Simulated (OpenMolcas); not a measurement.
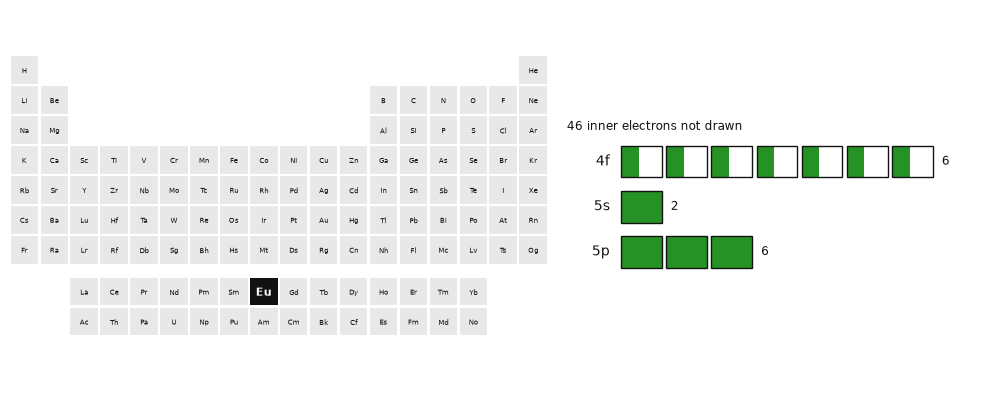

**Figure 1.** Left, the place of europium in the periodic table; right, the outer shells of the leading configuration of the lowest level: a box for each of the 2l + 1 orbitals, shaded by the share of the shell that is filled, with the electron count at the right.

Multiconfigurational calculation: Eu³⁺ complex (part 1 of 2)

System: Eu³⁺ with 6 ligands (O; octahedron, 2.416 Å), embedded in SrO by model potentials and point charges, whose field is part of the energies.
Method: state-averaged CASSCF, active space 6 electrons in the shell 4f, basis ANO-RCC-VDZP on the metal and ANO-RCC-VDZP on the ligands, DKH2 scalar Hamiltonian, spin-orbit coupling by RASSI with atomic mean-field integrals (OpenMolcas).

### The input
```
&GATEWAY
Basis set
Eu.ANO-RCC-VDZP.
Eu1 0.0 0.0 0.0 Angstrom
End of basis
Basis set
O.ANO-RCC-VDZP.
L1 2.416000 0.000000 0.000000 Angstrom
L2 0.000000 2.416000 0.000000 Angstrom
L3 0.000000 0.000000 2.416000 Angstrom
End of basis
Basis set
Sr.EMB-AIMP.Pascual.16s10p.1s1p.ECP.SrO.
PseudoCharge
* 3 symmetry-unique lattice sites within 7.6 angstrom
End of basis
Basis set
Sr.EMB-AIMP.Pascual.0s.0s.ECP.SrO.
PseudoCharge
* 24 symmetry-unique lattice sites within 7.6 angstrom
End of basis
Basis set
O.EMB-AIMP.Pascual.0s.0s.ECP.SrO.
PseudoCharge
* 16 symmetry-unique lattice sites within 7.6 angstrom
End of basis
Symmetry
XYZ
AngMom=0.0 0.0 0.0
AMFI
RICD
XField
1052 Angstrom 0
* Evjen-weighted lattice charges
&SEWARD
&RASSCF
FileOrb=start.orb
Symmetry=1
Spin=7
nActEl=6 0 0
Inactive=30 27
Ras2=0 7
CIRoot=7 7 1
SDav=7
CIMx=300
Iter=150 100
PrWF=0.3
OrbListing=Nothing
MaxOrb=0
LevShft=1.0
>>> COPY $Project.JobIph JOB001
&RASSCF
FileOrb=start.orb
Symmetry=1
Spin=5
nActEl=6 0 0
Inactive=30 27
Ras2=0 7
CIRoot=140 140 1
SDav=140
CIMx=300
Iter=150 100
PrWF=0.3
OrbListing=Nothing
MaxOrb=0
CIOnly
LevShft=1.0
>>> COPY $Project.JobIph JOB002
&RASSCF
FileOrb=start.orb
Symmetry=1
Spin=3
nActEl=6 0 0
Inactive=30 27
Ras2=0 7
CIRoot=162 162 1
SDav=588
CIMx=300
Iter=150 100
PrWF=0.3
OrbListing=Nothing
MaxOrb=0
CIOnly
LevShft=1.0
>>> COPY $Project.JobIph JOB003
&RASSI
NrOfJobIphs=3 7 77 3
1 2 3 4 5 6 7
1 2 3 4 5 6 7 8 9 10 11 12 13 14 15 16 17 18 19 20 21 22 23 24 25 26 27
28 29 30 31 32 33 34 35 36 37 38 39 40 41 42 43 44 45 46 47 48 49 50 51
52 53 54 55 56 57 58 59 60 61 62 63 64 65 66 67 68 69 70 71 72 73 74 75
76 77
1 2 3
IphNames
JOB001
JOB002
JOB003
EJob
SpinOrbit
DIPRint=1.0
SOCoupling=1000.0
Subsets=2
Property=9
'ANGMOM' 1 'ANGMOM' 2 'ANGMOM' 3 'MLTPL  1' 1 'MLTPL  1' 2 'MLTPL  1' 3
'AMFI' 1 'AMFI' 2 'AMFI' 3
SOProperty=3
'ANGMOM' 1 'ANGMOM' 2 'ANGMOM' 3
```

The file start.orb holds starting orbitals from an earlier step. A driver script formed the levels outside the program, from RASSI's spin-orbit matrix and the active-space energies, averaged over the components of each term or state.

Hardware: 1 thread of AMD EPYC (Zen 3), 16 GiB of memory available, shared host.

Command:
```bash
OMP_NUM_THREADS=1 MOLCAS_MEM=2457 MOLCAS_PROJECT=a pymolcas a.inp > a.log  # once for each step of the input, in one work folder
```

### The program's output (extracts)
```
--- SEWARD ---
Basis set label: EU.ANO-RCC...7S6P4D2F1G.

      Electronic valence basis set:
      ------------------
      Associated Effective Charge  63.000000 au
      Associated Actual Charge     63.000000 au
      Nuclear Model: Point charge

      Shell  nPrim  nBasis  Cartesian Spherical Contaminant
         s      25       7        X
         p      22       6        X
         d      15       4                 X
         f      11       2                 X
         g       4       1                 X
                  Relativistic Douglas-Kroll-Hess integrals:
                    - DKH order of Hamiltonian: 2
                    - DKH order of Properties : 0
                  Atomic mean-field integrals
--- RASSCF ---
Wave function specifications:
      -----------------------------

      Number of closed shell electrons         114
      Number of electrons in active shells       6
      Max number of holes in RAS1 space          0
      Max nr of electrons in RAS3 space          0
      Number of inactive orbitals               57
      Number of active orbitals                  7
      Number of secondary orbitals             112
      Spin quantum number                      3.0
      State symmetry                             1
Orbital specifications:
      -----------------------

      Symmetry species                           1   2
                                                ag  au
      Frozen orbitals                            0   0
      Inactive orbitals                         30  27
      Active orbitals                            0   7
      RAS1 orbitals                              0   0
      RAS2 orbitals                              0   7
      RAS3 orbitals                              0   0
      Secondary orbitals                        60  52
      Deleted orbitals                           0   0
      Number of basis functions                 90  86
      Number of CSFs                             7
      Number of root(s) required                 7
      Iter CI   SX   CI       RASSCF       Energy    max ROT     max BLB   max BLB  Level Ln srch  Step   QN
          iter iter root      energy       change     param      element    value   shift minimum  type update
 Nr of preliminary CI iterations:   1
      Total energies have been shifted. Add               -11000.00 au
        1   1    9    0  -289.64712085    0.00E+00   6.32E-02   14  48 2 -4.96E-01*  1.39   0.00    SX    NO
        2   1    9    0  -291.29048902   -1.64E+00*  5.85E-02   30  33 1  2.21E-01*  0.91   0.00    SX    NO
        3   1    9    0  -291.69385726   -4.03E-01*  4.01E-02   30  33 1  1.24E-01*  0.73   0.00    SX    NO
        4   1    9    0  -291.76247810   -6.86E-02* -2.29E-02   30  33 1  6.81E-02*  0.67   0.00    SX    NO
        5   1    9    0  -291.78307145   -2.06E-02* -2.32E-02   30  33 1  3.85E-02*  0.65   2.16    LS   YES
        6   1    9    0  -291.79139765   -8.33E-03* -5.15E-03   11  43 2 -1.11E-02*  0.63   1.15    QN   YES
        7   1    8    0  -291.79238877   -9.91E-04*  2.48E-03   27  69 2 -4.53E-03*  0.63   1.49    LS   YES
        8   1    8    0  -291.79250816   -1.19E-04*  1.30E-03   12  47 2 -3.60E-03*  0.63   1.02    QN   YES
        9   1    8    0  -291.79262422   -1.16E-04* -9.93E-04    7  45 2 -1.72E-03*  0.63   1.17    QN   YES
       10   1    7    0  -291.79264939   -2.52E-05* -5.02E-04   19  31 1  6.99E-04*  0.63   1.14    QN   YES
       11   1    7    0  -291.79265550   -6.11E-06* -2.95E-04   19  31 1  3.85E-04*  0.63   1.59    LS   YES
       12   1    7    0  -291.79265649   -9.83E-07*  8.61E-05   12  47 2  2.67E-04*  0.63   1.00    QN   YES
       13   1    6    0  -291.79265726   -7.79E-07* -5.02E-05   19  31 1  9.12E-05   0.63   1.58    LS   YES
       14   1    6    0  -291.79265733   -7.02E-08*  2.93E-05   24  66 2 -1.14E-04*  0.63   0.74    QN   YES
       15   1    6    0  -291.79265744   -1.05E-07* -1.28E-05   27  66 2  3.01E-05   0.63   1.44    LS   YES
       16   1    5    0  -291.79265743    9.66E-09  -7.40E-06   15  49 2  3.85E-05   0.63   0.17    LS   YES
      Convergence after 16 iterations
       17   1    5    0  -291.79265744   -1.01E-08* -7.40E-06   15  49 2  2.91E-05   0.63   0.17    LS   YES
      Natural orbitals and occupation numbers for root  1
      sym 2:   1.000000   1.000000   1.000000   1.000000   0.000000   1.000000   1.000000
      Natural orbitals and occupation numbers for root  2
      sym 2:   0.000000   1.000000   1.000000   1.000000   1.000000   1.000000   1.000000
      Natural orbitals and occupation numbers for root  3
      sym 2:   1.000000   1.000000   1.000000   0.000000   1.000000   1.000000   1.000000
::    RASSCF root number  1 Total energy: -11291.79434659
::    RASSCF root number  2 Total energy: -11291.79434659
::    RASSCF root number  3 Total energy: -11291.79434659
::    RASSCF root number  4 Total energy: -11291.79172642
::    RASSCF root number  5 Total energy: -11291.79172642
::    RASSCF root number  6 Total energy: -11291.79172642
::    RASSCF root number  7 Total energy: -11291.79038295
--- RASSCF ---
Wave function specifications:
      -----------------------------

      Number of closed shell electrons         114
      Number of electrons in active shells       6
      Max number of holes in RAS1 space          0
      Max nr of electrons in RAS3 space          0
      Number of inactive orbitals               57
      Number of active orbitals                  7
      Number of secondary orbitals             112
      Spin quantum number                      2.0
      State symmetry                             1
Orbital specifications:
      -----------------------

      Symmetry species                           1   2
                                                ag  au
      Frozen orbitals                            0   0
      Inactive orbitals                         30  27
      Active orbitals                            0   7
      RAS1 orbitals                              0   0
      RAS2 orbitals                              0   7
      RAS3 orbitals                              0   0
      Secondary orbitals                        60  52
      Deleted orbitals                           0   0
      Number of basis functions                 90  86
      Number of CSFs                           140
      Number of root(s) required               140
      Iter CI   SX   CI       RASSCF       Energy    max ROT     max BLB   max BLB  Level Ln srch  Step   QN
          iter iter root      energy       change     param      element    value   shift minimum  type update
 Nr of preliminary CI iterations:   1
        1   1    0    0-11291.57141344    0.00E+00   0.00E+00   34  41 2 -1.80E-02*  0.00   0.00    SX    NO
      Natural orbitals and occupation numbers for root  1
      sym 2:   0.756530   0.888542   0.919678   0.848784   0.919676   0.910262   0.756528
      Natural orbitals and occupation numbers for root  2
      sym 2:   0.896737   0.897162   0.931697   0.750832   0.775383   0.917064   0.831125
      Natural orbitals and occupation numbers for root  3
      sym 2:   0.750828   0.931689   0.896862   0.917047   0.831123   0.775383   0.897067
::    RASSCF root number  1 Total energy: -11291.68352783
::    RASSCF root number  2 Total energy: -11291.68352783
::    RASSCF root number  3 Total energy: -11291.68352783
::    RASSCF root number  4 Total energy: -11291.68270431
::    RASSCF root number  5 Total energy: -11291.68270431
::    RASSCF root number  6 Total energy: -11291.66929548
::    RASSCF root number  7 Total energy: -11291.66929548
::    RASSCF root number  8 Total energy: -11291.66929548
::    RASSCF root number  9 Total energy: -11291.66908308
::    RASSCF root number 10 Total energy: -11291.66908308
::    RASSCF root number 11 Total energy: -11291.66850795
::    RASSCF root number 12 Total energy: -11291.66850795
::    RASSCF root number 13 Total energy: -11291.66850795
::    RASSCF root number 14 Total energy: -11291.66738122
::    RASSCF root number 15 Total energy: -11291.66738122
::    RASSCF root number 16 Total energy: -11291.66738122
::    RASSCF root number 17 Total energy: -11291.66553945
::    RASSCF root number 18 Total energy: -11291.66553945
::    RASSCF root number 19 Total energy: -11291.66541413
::    RASSCF root number 20 Total energy: -11291.66541413
::    RASSCF root number 21 Total energy: -11291.66541413
::    RASSCF root number 22 Total energy: -11291.66520992
::    RASSCF root number 23 Total energy: -11291.66234772
::    RASSCF root number 24 Total energy: -11291.66213388
::    RASSCF root number 25 Total energy: -11291.66213388
::    RASSCF root number 26 Total energy: -11291.66213388
::    RASSCF root number 27 Total energy: -11291.66191996
::    RASSCF root number 28 Total energy: -11291.66191996
::    RASSCF root number 29 Total energy: -11291.66042859
::    RASSCF root number 30 Total energy: -11291.66042859
--- RASSCF ---
Wave function specifications:
      -----------------------------

      Number of closed shell electrons         114
      Number of electrons in active shells       6
      Max number of holes in RAS1 space          0
      Max nr of electrons in RAS3 space          0
      Number of inactive orbitals               57
      Number of active orbitals                  7
      Number of secondary orbitals             112
      Spin quantum number                      1.0
      State symmetry                             1
Orbital specifications:
      -----------------------

      Symmetry species                           1   2
                                                ag  au
      Frozen orbitals                            0   0
      Inactive orbitals                         30  27
      Active orbitals                            0   7
      RAS1 orbitals                              0   0
      RAS2 orbitals                              0   7
      RAS3 orbitals                              0   0
      Secondary orbitals                        60  52
      Deleted orbitals                           0   0
      Number of basis functions                 90  86
      Number of CSFs                           588
      Number of root(s) required               162
      Iter CI   SX   CI       RASSCF       Energy    max ROT     max BLB   max BLB  Level Ln srch  Step   QN
          iter iter root      energy       change     param      element    value   shift minimum  type update
 Nr of preliminary CI iterations:   1
        1   1    0    0-11291.56402943    0.00E+00   0.00E+00   29  36 2 -2.01E-02*  0.00   0.00    SX    NO
      Natural orbitals and occupation numbers for root  1
      sym 2:   0.810704   0.817921   0.914530   0.914530   0.815801   0.810706   0.915807
      Natural orbitals and occupation numbers for root  2
      sym 2:   0.815801   0.817921   0.915807   0.914530   0.810706   0.810704   0.914530
      Natural orbitals and occupation numbers for root  3
      sym 2:   0.810705   0.817921   0.914530   0.915807   0.810707   0.815801   0.914530
::    RASSCF root number  1 Total energy: -11291.59070104
::    RASSCF root number  2 Total energy: -11291.59070104
::    RASSCF root number  3 Total energy: -11291.59070104
::    RASSCF root number  4 Total energy: -11291.58589039
::    RASSCF root number  5 Total energy: -11291.58588492
::    RASSCF root number  6 Total energy: -11291.58588492
::    RASSCF root number  7 Total energy: -11291.58588492
::    RASSCF root number  8 Total energy: -11291.58588260
::    RASSCF root number  9 Total energy: -11291.58588260
::    RASSCF root number 10 Total energy: -11291.58588260
::    RASSCF root number 11 Total energy: -11291.58582220
::    RASSCF root number 12 Total energy: -11291.58582220
::    RASSCF root number 13 Total energy: -11291.58582220
::    RASSCF root number 14 Total energy: -11291.58576592
::    RASSCF root number 15 Total energy: -11291.58576592
::    RASSCF root number 16 Total energy: -11291.58558325
::    RASSCF root number 17 Total energy: -11291.58558324
::    RASSCF root number 18 Total energy: -11291.58558324
::    RASSCF root number 19 Total energy: -11291.58506326
::    RASSCF root number 20 Total energy: -11291.58506326
::    RASSCF root number 21 Total energy: -11291.58506326
::    RASSCF root number 22 Total energy: -11291.58483854
::    RASSCF root number 23 Total energy: -11291.58483853
::    RASSCF root number 24 Total energy: -11291.58469931
::    RASSCF root number 25 Total energy: -11291.58469931
::    RASSCF root number 26 Total energy: -11291.58469931
::    RASSCF root number 27 Total energy: -11291.58189888
::    RASSCF root number 28 Total energy: -11291.58175627
::    RASSCF root number 29 Total energy: -11291.58175627
::    RASSCF root number 30 Total energy: -11291.58175627
```

(Continued in part 2.) Outcome of the run: converged.
